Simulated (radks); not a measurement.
**Nuclear size and the levels of Hf**

Aim: how the total energy, the levels and the density at the nucleus of Hf respond when the nuclear radius is scaled.

Program: radks (a radial shooting solver on a logarithmic mesh, Libxc functionals) version 1. Level of theory: Dirac Kohn-Sham, LDA (Slater exchange, Perdew-Wang correlation), spin-unpolarised, spherical densities, finite nucleus; open shells are shared between the two j in proportion to 2j + 1. These are calculated values, not measurements, unless marked.

## 1. What is computed

```
element            : hafnium (Z = 72)
charge             : 0
electrons          : 72
configuration      : [Xe] 4f14 5d2 6s2
nuclear rms radius : 5.347 fm
```

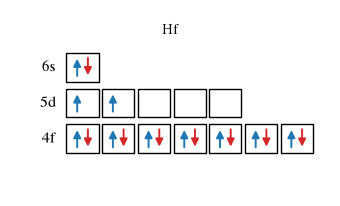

Occupation of the outer shells (arrows by Hund's rule).

## 2. rms radius 5.347 fm

The run's settings:

```text
Z 72
configuration [Xe] 4f14 5d2 6s2 6p0 7s0
relativity Dirac
functional lda,pw
spin unpolarised
j_filling average
nucleus finite rms 5.347 fm
c 137.035999084
```

## 3. rms radius 4.4327 fm

Settings, as their differences from step 2:

```diff
@@ -6,3 +6,3 @@
 j_filling average
-nucleus finite rms 5.347 fm
+nucleus finite rms 4.4327 fm
 c 137.035999084
```

## 4. rms radius 4.8658 fm

Settings, as their differences from step 3:

```diff
@@ -6,3 +6,3 @@
 j_filling average
-nucleus finite rms 4.4327 fm
+nucleus finite rms 4.8658 fm
 c 137.035999084
```

## 5. rms radius 5.8389 fm

Settings, as their differences from step 4:

```diff
@@ -6,3 +6,3 @@
 j_filling average
-nucleus finite rms 4.8658 fm
+nucleus finite rms 5.8389 fm
 c 137.035999084
```

## 6. rms radius 6.0635 fm

Settings, as their differences from step 5:

```diff
@@ -6,3 +6,3 @@
 j_filling average
-nucleus finite rms 5.8389 fm
+nucleus finite rms 6.0635 fm
 c 137.035999084
```

Before running it: what results should come out? Wanted: for each run, rms radius; total energy shift; density at nucleus; 1s1/2 shift; 2s1/2 shift; 5p1/2 shift; 6s1/2 shift; 6p1/2 shift.

The runs gave:

```
rms radius (fm)  total energy shift (eV)  density at nucleus (e/bohr³)  1s1/2 shift (meV)  2s1/2 shift (meV)  5p1/2 shift (meV)  6s1/2 shift (meV)  6p1/2 shift (meV)
         4.4327                    -15.3                      1.28e+06              -6220               -860              0.536             -0.462              0.168
         4.8658                    -8.29                     1.242e+06              -3372               -466              0.291             -0.250             0.0910
          5.347                        0                     1.204e+06                  0                  0                  0                  0                  0
         5.8389                     9.01                      1.17e+06               3667                507             -0.316              0.272            -0.0989
         6.0635                     13.3                     1.155e+06               5413                748             -0.466              0.401             -0.146
```

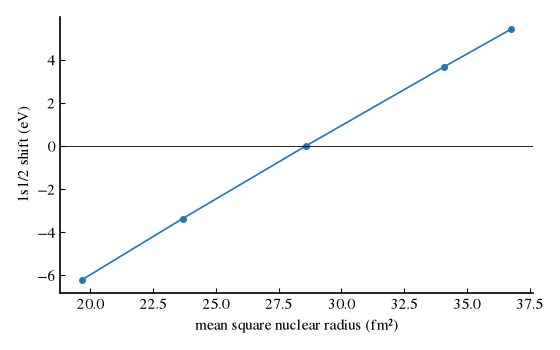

Shift of the 1s1/2 level against the mean square radius.

What this shows: Shifts are against the first run. Over the range the 1s1/2 level moves by 11.6 eV and the 6p1/2 level by -0.314 meV. A larger nucleus binds the 1s electrons less and lowers the density at its centre. These are shifts of eigenvalues, not the field shifts of spectral lines.
